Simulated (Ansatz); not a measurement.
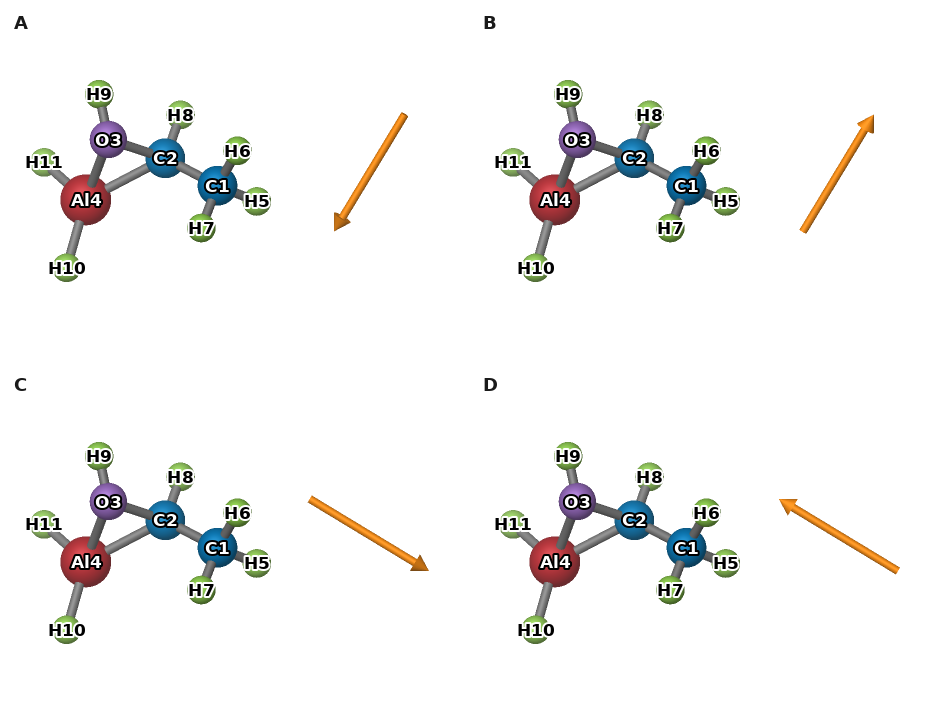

The same molecule four times, each with an arrow. The computed structure is the end point of a PBE-D4/def2-SVP optimisation. No frequency run is at hand to confirm it as a minimum. Level of theory: RKS PBE-D4/def2-SVP (Ansatz 0.2.0).

### Which arrow points along the dipole moment, from the negative to the positive end?

B. The dipole moment is 2.62 D; it points from the side of H10 to the side of H6 (the outermost atoms at the two ends).
